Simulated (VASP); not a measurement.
Shape and ions are relaxed at each volume.

Energy against volume of Ti (hcp). All values below come from r2SCAN meta-GGA, VASP's PBE PAW potentials (set 64) (plane waves; VASP 6.6.1).

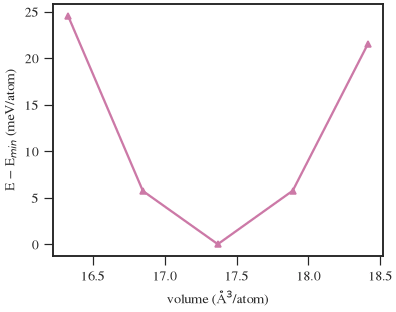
*Energy against volume*

Task: Estimate the equilibrium volume and the bulk modulus.

Result: The minimum lies near 17.4 Å³/atom, and the curvature gives B0 of about 120 GPa.

Measured: bulk modulus 108 GPa at 0 K (computed value off by +8.5 %), as given by Vázquez-Parga, Fernández-Martínez, Viñes, J. Chem. Theory Comput. (2023), doi:10.1021/acs.jctc.3c00612, Supporting … [zero-point energy and finite temperature contributions removed].

The compound is Ti in the hcp structure. It was relaxed first.
